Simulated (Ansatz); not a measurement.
```xyz
3

Si    0.0000    0.0000    0.0000
S    -1.7089   -0.8855   -0.0501
S     1.7089    0.8855    0.0501
```

Geometry: B3LYP-D4/def2-TZVP.

The calculation used RKS PBE0-D4/def2-TZVP (Ansatz 0.2.0).

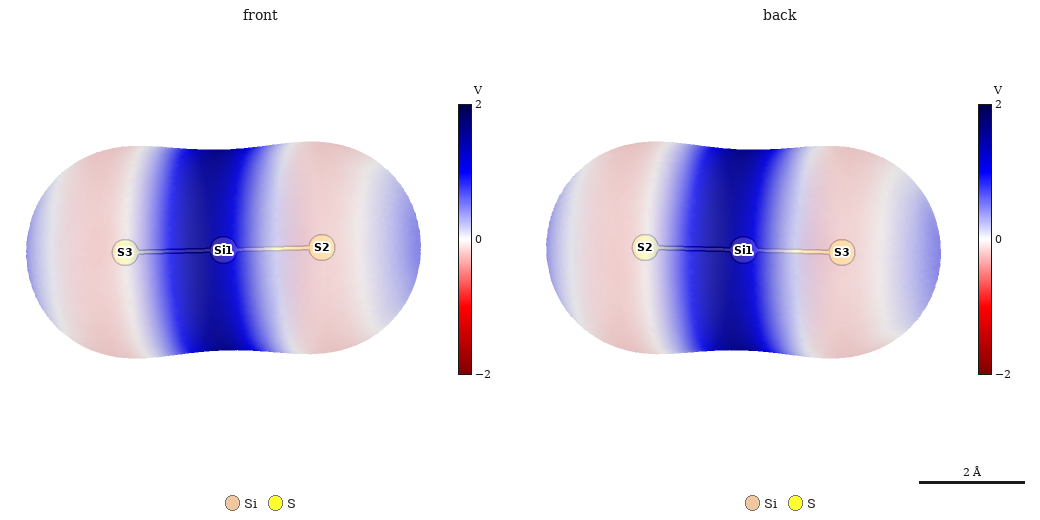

S₂Si. The molecular electrostatic potential painted on the density surface at 0.002 e/bohr³, seen from the front and from behind; the colour scale runs from red (negative) to blue (positive).

**Which sites attract a positive test charge, and which a negative one?**

A positive charge is drawn to the negative regions and a negative charge to the positive ones. The most negative region (about −0.2 V) lies over S2 and S3, the most positive (about +1.6 V) over Si1.
